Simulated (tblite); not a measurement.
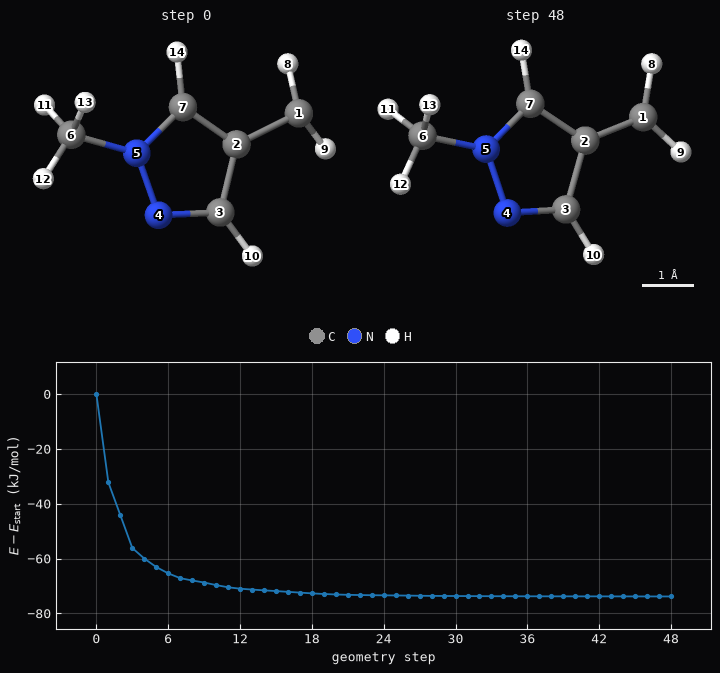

First and last geometry of a relaxation of C₅H₇N₂ (multiplicity 2), with the history of the run. Style: ball-and-stick. Shown at a tilt.

The calculation used tblite 0.8.0, GFN2-xTB geometry optimisation, gas phase. 

Question: What do the curves and the structures tell?

Answer: It converged. The atom that moves furthest after the best rigid fit is H8 (0.31 Å). Largest moves by element: H 0.31 Å, C 0.22 Å, N 0.08 Å. Some distances before and after: C1–C2 1.480 → 1.379 Å, C2–C3 1.388 → 1.434 Å, C6–H13 1.137 → 1.092 Å, C1–H9 1.113 → 1.073 Å. Bond angles that change, for instance: C2–C1–H8 110.5° → 121.0°, N5–C6–H13 104.2° → 110.7°, C1–C2–C7 123.3° → 129.4°. The energy falls by 73.8 kJ/mol in 48 geometry steps.
